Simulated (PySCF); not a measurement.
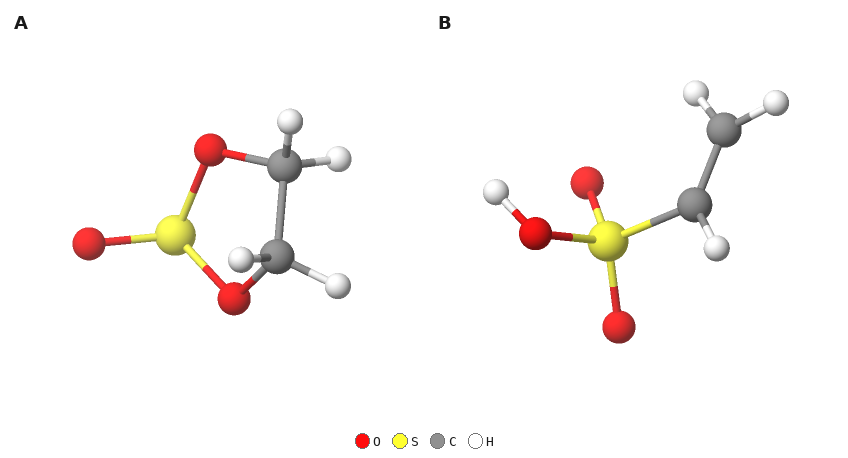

2 stationary structures of one formula. Geometries: GFN2-xTB. Electronic energies: PBE0/pcSseg-1 (PySCF 2.14.0), without zero-point energy. No frequency run is at hand to confirm each as a minimum. Each is one conformer, not always the lowest.

Question: Which is lowest in energy, and by how much?

Answer: A is lowest; B lies 17.3 kcal/mol above it. A is `O=S1OCCO1`, B is `C=CS(=O)(=O)O`.
